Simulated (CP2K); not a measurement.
# C2H7NSi (SMILES C=C[SiH2]N) at BLYP-D3(BJ)/DZVP-MOLOPT-SR-GTH (core potential)

What is the energy change on altering one bond length of C2H7NSi at BLYP-D3(BJ)/DZVP-MOLOPT-SR-GTH (core potential)? 

The calculation is run with CP2K 2026.2.

1 further run of the same task is left out (set aside as unsound or not needed).

## Step 1: The structure to begin with

C2H7NSi has 11 atoms, charge 0, and is taken as a singlet. SMILES: `C=C[SiH2]N`. Geometry: relaxed at PBE0-D4/def2-TZVP. This is one conformer, not always the lowest.

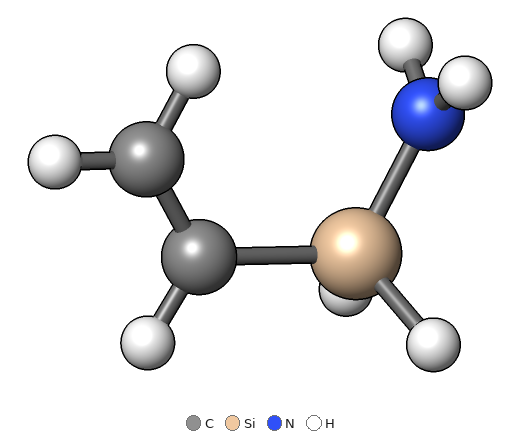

Viewed from a chosen angle; carbon grey, silicon light orange, nitrogen blue, hydrogen white.

## Step 2: The energy at BLYP-D3(BJ)/DZVP-MOLOPT-SR-GTH (core potential)

File molecule.xyz:

```xyz
11

C     -0.676100     1.337000    -0.945000
C      0.089300     1.208600     0.135100
Si     0.596500    -0.444500     0.832600
N      0.002900    -1.803700    -0.028600
H     -0.967100     2.304600    -1.344700
H     -1.046800     0.465600    -1.479100
H      0.433000     2.116700     0.631600
H      0.099500    -0.536600     2.232600
H      2.083200    -0.516700     0.836000
H      0.404900    -2.086000    -0.906300
H     -0.953800    -2.102100     0.056300
```

File calc.inp:

```
&GLOBAL
  PROJECT calc
  RUN_TYPE ENERGY
  PRINT_LEVEL MEDIUM
&END GLOBAL

&FORCE_EVAL
  METHOD QUICKSTEP
  &DFT
    BASIS_SET_FILE_NAME BASIS_MOLOPT
    POTENTIAL_FILE_NAME GTH_POTENTIALS
    CHARGE 0
    MULTIPLICITY 1
    &QS
      METHOD GPW
      EPS_DEFAULT 1.0E-10
    &END QS
    # plane-wave cutoff in Ry
    &MGRID
      CUTOFF 400
      REL_CUTOFF 50
      NGRIDS 4
    &END MGRID
    &POISSON
      PERIODIC NONE
      POISSON_SOLVER MULTIPOLE
    &END POISSON
    # SCF settings
    &SCF
      SCF_GUESS ATOMIC
      EPS_SCF 1.0E-06
      MAX_SCF 100
      ADDED_MOS 10
      &DIAGONALIZATION
        ALGORITHM STANDARD
      &END DIAGONALIZATION
      &MIXING
        METHOD BROYDEN_MIXING
        ALPHA 0.3
        NBUFFER 8
      &END MIXING
    &END SCF
    &XC
      &XC_FUNCTIONAL BLYP
      &END XC_FUNCTIONAL
      &VDW_POTENTIAL
        POTENTIAL_TYPE PAIR_POTENTIAL
        &PAIR_POTENTIAL
          TYPE DFTD3(BJ)
          PARAMETER_FILE_NAME dftd3.dat
          REFERENCE_FUNCTIONAL BLYP
          R_CUTOFF 15
        &END PAIR_POTENTIAL
      &END VDW_POTENTIAL
    &END XC
    # extra output
    &PRINT
      &MOMENTS
        PERIODIC F
        REFERENCE COM
        MAX_MOMENT 1
      &END MOMENTS
      &MO ON
        ENERGIES T
        OCCUPATION_NUMBERS T
        NDIGITS 6
        &EACH
          QS_SCF 0
        &END EACH
        ADD_LAST NUMERIC
      &END MO
      &HIRSHFELD OFF
      &END HIRSHFELD
    &END PRINT
  &END DFT
  &SUBSYS
    # vacuum box
    &CELL
      ABC [angstrom] 10.1 11.4 10.7
      PERIODIC NONE
    &END CELL
    &TOPOLOGY
      COORD_FILE_NAME molecule.xyz
      COORD_FILE_FORMAT XYZ
      &CENTER_COORDINATES
      &END CENTER_COORDINATES
    &END TOPOLOGY
    &KIND C
      BASIS_SET DZVP-MOLOPT-SR-GTH-q4
      POTENTIAL GTH-BLYP-q4
    &END KIND
    &KIND Si
      BASIS_SET DZVP-MOLOPT-SR-GTH-q4
      POTENTIAL GTH-BLYP-q4
    &END KIND
    &KIND N
      BASIS_SET DZVP-MOLOPT-SR-GTH-q5
      POTENTIAL GTH-BLYP-q5
    &END KIND
    &KIND H
      BASIS_SET DZVP-MOLOPT-SR-GTH-q1
      POTENTIAL GTH-BLYP-q1
    &END KIND
  &END SUBSYS
&END FORCE_EVAL
```

Run with:

```bash
OMP_NUM_THREADS=1 cp2k.psmp -i calc.inp -o calc.out
```

Standard output:

```text
CP2K| version string:                                       CP2K version 2026.2
[...]
 GLOBAL| Method name                                                        CP2K
[...]
 GLOBAL| Run type                                                         ENERGY
[...]
 DFT| Spin restricted Kohn-Sham (RKS) calculation                            RKS
 DFT| Multiplicity                                                             1
[...]
 DFT| Charge                                                                   0
[...]
 FUNCTIONAL| BECKE88:
 FUNCTIONAL| LYP:
[...]
 QS| Method:                                                                 GPW
[...]
 QS| Density cutoff [a.u.]:                                                200.0
[...]
 QS| Relative density cutoff [a.u.]:                                        25.0
[...]
                             - Atoms:                                         11
[...]
                             - Spherical basis functions:                     87
[...]
 Number of electrons:                                                         24
[...]
     1 NoMix/Diag. 0.30E+00    4.9     1.19916438       -28.2171258904 -2.82E+01
[...]
    21 Broy./Diag. 0.30E+00    6.4     0.00000042       -29.3183731946  5.73E-06
  *** SCF run converged in    21 steps ***
[...]
  Overlap energy of the core charge distribution:               0.00000213378008
  Self energy of the core charge distribution:                -71.76469264226361
  Core Hamiltonian energy:                                     21.61329275613272
  Hartree energy:                                              30.52182545174423
  Exchange-correlation energy:                                 -9.67147237084684
  Dispersion energy:                                           -0.01732852319647
  Total energy:                                               -29.31837319464988
[...]
                     Mulliken Population Analysis
 #  Atom  Element  Kind  Atomic population                           Net charge
       1     C        1          4.093597                             -0.093597
       2     C        1          4.129209                             -0.129209
       3     Si       2          3.885041                              0.114959
       4     N        3          5.291179                             -0.291179
       5     H        4          0.956448                              0.043552
       6     H        4          0.960045                              0.039955
       7     H        4          0.952043                              0.047957
       8     H        4          0.968468                              0.031532
       9     H        4          0.968327                              0.031673
      10     H        4          0.897793                              0.102207
      11     H        4          0.897852                              0.102148
 # Total charge                             24.000000                 -0.000000
[...]
  Dipole moment [Debye]
    X= -0.7252937E+00 Y= -0.2120841E-01 Z= -0.1030506E+01  Total=      1.2603349
 ENERGY| Total FORCE_EVAL ( QS ) energy [hartree]            -29.318373194649883
[...]
```

Wall time 2.1 min (1 thread of Intel Xeon at 2.50GHz (Skylake/Cascade Lake), shared host); peak memory 1.8 GiB.

## Step 3: The distorted shape, same level

File qs.inp:

```
&GLOBAL
    PROJECT qs
    RUN_TYPE ENERGY
    PRINT_LEVEL MEDIUM
&END GLOBAL

&FORCE_EVAL
    METHOD QS
    &DFT
        BASIS_SET_FILE_NAME BASIS_MOLOPT
        POTENTIAL_FILE_NAME GTH_POTENTIALS
        CHARGE 0
        MULTIPLICITY 1
        &QS
            METHOD GPW
            EPS_DEFAULT 1.0E-10
        &END QS
        &MGRID
            CUTOFF 400
            REL_CUTOFF 50
            NGRIDS 4
        &END MGRID
        &POISSON
            PERIODIC NONE
            POISSON_SOLVER MULTIPOLE
        &END POISSON
        &SCF
            SCF_GUESS ATOMIC
            EPS_SCF 1.0E-06
            MAX_SCF 150
            ADDED_MOS 10
            &DIAGONALIZATION
                ALGORITHM STANDARD
            &END DIAGONALIZATION
            &MIXING
                METHOD BROYDEN_MIXING
                ALPHA 0.2
                NBUFFER 4
            &END MIXING
        &END SCF
        &XC
            &XC_FUNCTIONAL BLYP
            &END XC_FUNCTIONAL
            &VDW_POTENTIAL
                POTENTIAL_TYPE PAIR_POTENTIAL
                &PAIR_POTENTIAL
                    TYPE DFTD3(BJ)
                    PARAMETER_FILE_NAME dftd3.dat
                    REFERENCE_FUNCTIONAL BLYP
                    R_CUTOFF 15
                &END PAIR_POTENTIAL
            &END VDW_POTENTIAL
        &END XC
        &PRINT
            &MOMENTS
                PERIODIC F
                REFERENCE COM
                MAX_MOMENT 1
            &END MOMENTS
            &MO ON
                ENERGIES T
                OCCUPATION_NUMBERS T
                NDIGITS 6
                &EACH
                    QS_SCF 0
                &END EACH
                ADD_LAST NUMERIC
            &END MO
            &HIRSHFELD OFF
            &END HIRSHFELD
        &END PRINT
    &END DFT
    &SUBSYS
        &CELL
            ABC [angstrom] 10.3 11.5 10.7
            PERIODIC NONE
        &END CELL
        &COORD
            UNIT bohr
            C     -0.7352206     2.6957491    -1.8339282
            C      0.7111758     2.4531083     0.2071650
            Si     1.6696448    -0.6707980     1.5252490
            N      0.5479034    -3.2393137    -0.1021832
            H     -1.2851309     4.5242481    -2.5892517
            H     -1.4357421     1.0490418    -2.8432309
            H      1.3606746     4.1691686     1.1454140
            H      0.7304510    -0.8448417     4.1708656
            H      4.4791007    -0.8072362     1.5316740
            H      1.3075733    -3.7727834    -1.7607958
            H     -1.8024208    -3.9723933     0.1063916
        &END COORD
        &TOPOLOGY
            &CENTER_COORDINATES
            &END CENTER_COORDINATES
        &END TOPOLOGY
        &KIND C
            BASIS_SET DZVP-MOLOPT-SR-GTH-q4
            POTENTIAL GTH-BLYP-q4
        &END KIND
        &KIND Si
            BASIS_SET DZVP-MOLOPT-SR-GTH-q4
            POTENTIAL GTH-BLYP-q4
        &END KIND
        &KIND N
            BASIS_SET DZVP-MOLOPT-SR-GTH-q5
            POTENTIAL GTH-BLYP-q5
        &END KIND
        &KIND H
            BASIS_SET DZVP-MOLOPT-SR-GTH-q1
            POTENTIAL GTH-BLYP-q1
        &END KIND
    &END SUBSYS
&END FORCE_EVAL
```

Run with:

```bash
OMP_NUM_THREADS=1 cp2k.psmp qs.inp > qs.out
```

Standard output, cut to the lines that bear on the results:

```text
CP2K| version string:                                       CP2K version 2026.2
[...]
 GLOBAL| Method name                                                        CP2K
[...]
 GLOBAL| Run type                                                         ENERGY
[...]
 DFT| Spin restricted Kohn-Sham (RKS) calculation                            RKS
 DFT| Multiplicity                                                             1
[...]
 DFT| Charge                                                                   0
[...]
 FUNCTIONAL| BECKE88:
 FUNCTIONAL| LYP:
[...]
 QS| Method:                                                                 GPW
[...]
 QS| Density cutoff [a.u.]:                                                200.0
[...]
 QS| Relative density cutoff [a.u.]:                                        25.0
[...]
                             - Atoms:                                         11
[...]
                             - Spherical basis functions:                     87
[...]
 Number of electrons:                                                         24
[...]
     1 NoMix/Diag. 0.20E+00    4.8     1.19822361       -28.1449840014 -2.81E+01
[...]
    27 Broy./Diag. 0.20E+00    6.1     0.00000075       -29.2793786363  4.58E-06
  *** SCF run converged in    27 steps ***
[...]
  Overlap energy of the core charge distribution:               0.00000202571425
  Self energy of the core charge distribution:                -71.76469264226361
  Core Hamiltonian energy:                                     21.33823915301315
  Hartree energy:                                              30.74258059817307
  Exchange-correlation energy:                                 -9.57811428582107
  Dispersion energy:                                           -0.01739348507850
  Total energy:                                               -29.27937863626272
[...]
                     Mulliken Population Analysis
 #  Atom  Element  Kind  Atomic population                           Net charge
       1     C        1          4.093913                             -0.093913
       2     C        1          4.130169                             -0.130169
       3     Si       2          3.861788                              0.138212
[...]
  Dipole moment [Debye]
    X= -0.8988782E+00 Y= -0.1026918E+00 Z= -0.9943700E+00  Total=      1.3443583
 ENERGY| Total FORCE_EVAL ( QS ) energy [hartree]            -29.279378636262717
[...]
```

It took 2.7 min on 1 thread of Intel Xeon at 2.50GHz (Skylake/Cascade Lake), shared host; peak memory 1.5 GiB.

## Step 4: Results

Level: BLYP-D3(BJ)/DZVP-MOLOPT-SR-GTH (core potential).

```
                                                          quantity          value
                                         first shape: total energy   -29.31837 Eh
                                        first shape: dipole moment         1.26 D
                                          first shape: HOMO energy       -5.79 eV
                                          first shape: LUMO energy       -0.79 eV
                                        first shape: HOMO–LUMO gap        5.00 eV
                                    first shape: dispersion energy  -45.50 kJ/mol
                                     distorted shape: total energy   -29.27938 Eh
                                    distorted shape: dipole moment         1.34 D
                                      distorted shape: HOMO energy       -5.67 eV
                                      distorted shape: LUMO energy       -0.76 eV
                                    distorted shape: HOMO–LUMO gap        4.91 eV
                                distorted shape: dispersion energy  -45.67 kJ/mol
energy change with the N4–H11 bond stretched from 1.006 to 1.307 Å       1.061 eV
```

With the N4–H11 bond stretched from 1.006 to 1.307 Å the energy rises by 1.06 eV (102 kJ/mol). The first shape isn't relaxed at this level, so the change isn't measured from a minimum.
